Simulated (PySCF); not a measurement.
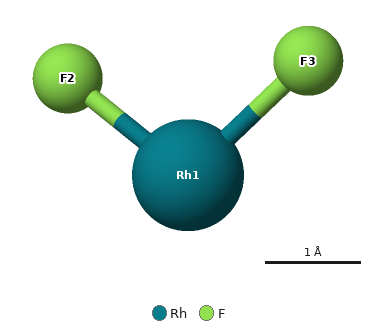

*The structure (ball-and-stick view, seen at a tilt; atoms are numbered from 1 in the order of the input). Sticks mark near contacts.*

Bond lengths as drawn: F–Rh 1.78 Å.

Frequency calculation, with input and output: RhF₂ (charge +1)

- system: RhF₂, charge +1, multiplicity 3
- method: UKS-based PBE0, Rh def2-TZVP with ECP28, F def2-TZVP; non-relativistic Hamiltonian with a scalar-relativistic core potential; density fitting (PySCF 2.14.0)

Input
```python
from pyscf import gto, scf, dft
mol = gto.M(atom='''
Rh     0.000000     0.000000    -0.301672
F      1.376991     0.000000     0.826962
F     -1.376991     0.000000     0.826962''',
    basis={'Rh': 'def2-TZVP', 'F': 'def2-TZVP'},
    ecp={'Rh': 'def2-TZVP'},
    charge=1, spin=2)
mf = dft.UKS(mol, xc='PBE0')
mf.grids.atom_grid = (75, 302)
aux = {'Rh': 'def2-universal-JKFIT', 'F': 'def2-universal-JKFIT'}
mf = mf.density_fit(auxbasis=aux)
mf.conv_tol = 1e-09
mf.diis_space = 10
mf.max_cycle = 60
mf.verbose = 4
mf.kernel()
```

The script is an equivalent of the set-up of the self-consistent field. The run itself was carried out by a driver, which started from the orbitals of the step before it where there was one and computed the further properties.

Machine: 2 threads of Arm Neoverse V1, 24 GiB of memory available, shared host.

Launched with:
```bash
OMP_NUM_THREADS=2 python axn.py task.json out
```

Output
```
init E= -309.705880520786
  alpha nocc = 18  HOMO = -0.62103793246866  LUMO = -0.43444583024542
  beta  nocc = 16  HOMO = -0.601143119406855  LUMO = -0.477157197106421
  HOMO = -0.601143119407  LUMO = -0.477157197106  gap/eV = 3.37383
cycle= 1 E= -309.705880520768  delta_E= 1.84e-11  |g|= 8.05e-06  |ddm|= 5.66e-06
  alpha nocc = 18  HOMO = -0.621039226083503  LUMO = -0.434447651703276
  beta  nocc = 16  HOMO = -0.601144819554465  LUMO = -0.477159423685508
  HOMO = -0.601144819554  LUMO = -0.477159423686  gap/eV = 3.37381
Extra cycle  E= -309.705880520598  delta_E= 1.7e-10  |g|= 2.39e-05  |ddm|= 1.47e-05
converged SCF energy = -309.705880520598  <S^2> = 2.004167  2S+1 = 3.0027767
```

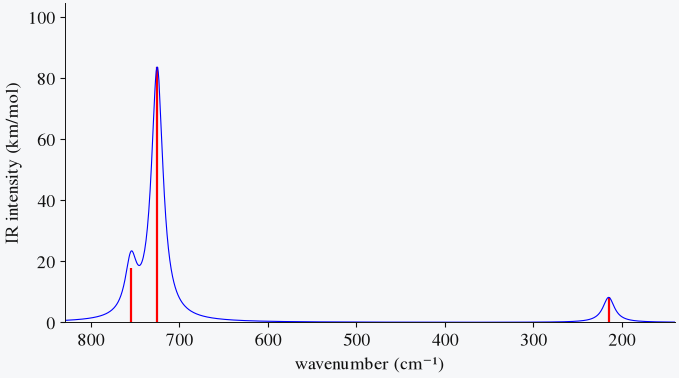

*Harmonic infrared spectrum, unscaled: sticks (degenerate modes added up, dark ones marked on the axis) with a Lorentzian envelope of 16 cm⁻¹ full width, scaled to the tallest stick.*

3 modes from 215 to 755 cm⁻¹, none imaginary. The strongest line is at 725 cm⁻¹ (84 km/mol). All modes, in cm⁻¹ (km/mol): 215 (8.3), 725 (84), 755 (17.9).

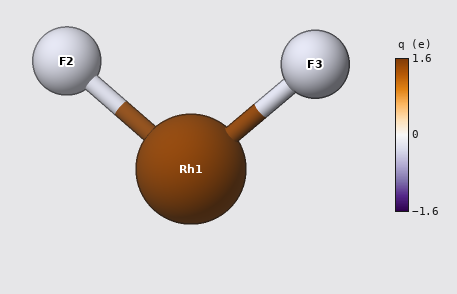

*Mulliken charges, as the colour of each atom (ball-and-stick view, seen at a tilt; atoms are numbered from 1 in the order of the input).*

By element: Rh +1.50 and F −0.25 e.

Results in brief

| quantity | value |
| --- | --- |
| outcome | converged |
| total energy | −309.705881 hartree |
| ⟨S²⟩ | 2.004 |
| zero-point energy | 0.003860 hartree |
| wavenumbers, lowest and highest | 215 and 755 cm⁻¹ |
| wall time | 37 s (CPU time 69 s) |
| peak memory | 1 GiB |
